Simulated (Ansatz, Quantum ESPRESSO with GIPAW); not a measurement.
# Assigning the 13C lines of C2H3N2O

The values are calculated: DFT, PBEsol, plane-wave PAW (pslibrary 1.0.0 recipes), scalar-relativistic, GIPAW shieldings (Quantum ESPRESSO with GIPAW, a patched development version). To turn shieldings into shifts, lines fitted to measured solids are used. 13C: δ = (162.2 − σ), zero at TMS, fitted to 6 measured values, from C, KHCO3, Li2CO3, MgCO3, Na2CO3 and SiC, with a scatter of 0.77 ppm r.m.s., on σ without the shape term. Kinds of site that fitted badly were split off after the misses were seen, so the scatter is that of the points kept. Spans are on the shift scale.

```xyz
32
Lattice="3.6865 -3.7730 0.0000 3.6865 3.7730 0.0000 0.0000 0.0000 10.5790" Properties=species:S:1:pos:R:3 pbc="T T T"
O     3.6865   -2.1335    0.4038
O     3.6865    2.1335    5.6933
O     3.6865    2.1335   10.1752
O     3.6865   -2.1335    4.8857
N     4.7970    1.2249    1.4236
N     2.5760   -1.2249    6.7131
N     4.7970   -1.2249    9.1554
N     2.5760    1.2249    3.8659
N     2.5760   -1.2249    9.1554
N     4.7970    1.2249    3.8659
N     2.5760    1.2249    1.4236
N     4.7970   -1.2249    6.7131
C     3.6865   -1.5770    9.8544
C     3.6865    1.5770    4.5649
C     3.6865    1.5770    0.7246
C     3.6865   -1.5770    6.0141
C     2.9018   -0.5231    7.9343
C     4.4712    0.5231    2.6448
C     2.9018    0.5231    2.6448
C     4.4712   -0.5231    7.9343
H     2.4579    0.4864    7.9343
H     4.9151   -0.4864    2.6448
H     2.4579   -0.4864    2.6448
H     4.9151    0.4864    7.9343
H     5.7631    1.3128    1.0345
H     1.6099   -1.3128    6.3240
H     5.7631   -1.3128    9.5445
H     1.6099    1.3128    4.2550
H     1.6099   -1.3128    9.5445
H     5.7631    1.3128    4.2550
H     1.6099    1.3128    1.0345
H     5.7631   -1.3128    6.3240
```

The cell is an entry of the Crystallography Open Database; it need not be the form that is stable at ambient conditions. The coordinates shown are those after relaxation (atoms relaxed).

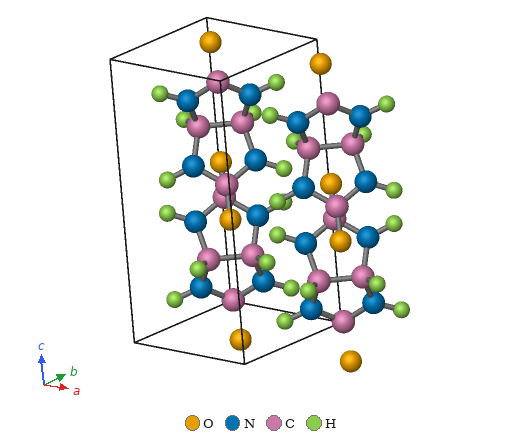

The structure (oxygen orange, nitrogen blue, carbon pink, hydrogen green). Bonds to atoms that aren't drawn are left out. 2×1×1 cells are drawn.

The C sites:

```
site  atom no.  atoms in cell  site symmetry  surroundings     bonds (Å)
C(1)        13              4              m          CON2  1.26 to 1.36
C(2)        17              4              m         CN2CH  1.10 to 1.57
```

The lines, in order of position:

| line | δ_iso (ppm) | relative area | span (ppm) | skew |
| --- | --- | --- | --- | --- |
| A | 160.8 | 1 | 108.2 | -0.26 |
| B | 64.3 | 1 | 48.0 | -0.52 |

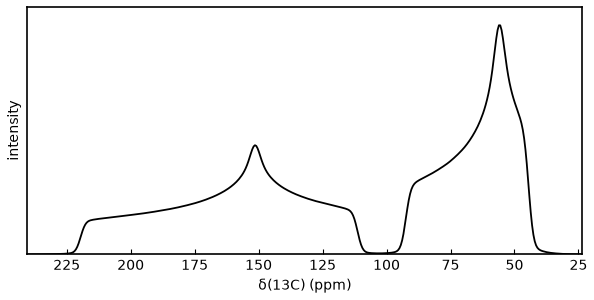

Simulated spectrum: 13C static powder, 7.05 T (75.5 MHz), lines broadened by 3.5 ppm; rigid lattice, with dipolar and J couplings left out. Most prominent maxima (ppm: height): 151.4: 0.48, 56.1: 1.00.

Q: Assign the lines to the sites.

A: A is C(1) (CON2); B is C(2) (CN2CH). The bonded neighbours set the region: A with ON2; B with N2CH.

[Banner, clock, file and message-heading lines were taken out of the pw.x and gipaw.x logs.]

[Logs are printed without paths, hosts, clocks, repeated set-up lines and the standing remarks that a program may print on its own settings, such as how far it seeks lower states.]

[Hosts, paths, dates, database ids (printed as entryN), source tags and the programs' standing remarks are cut or masked in the printed files.]
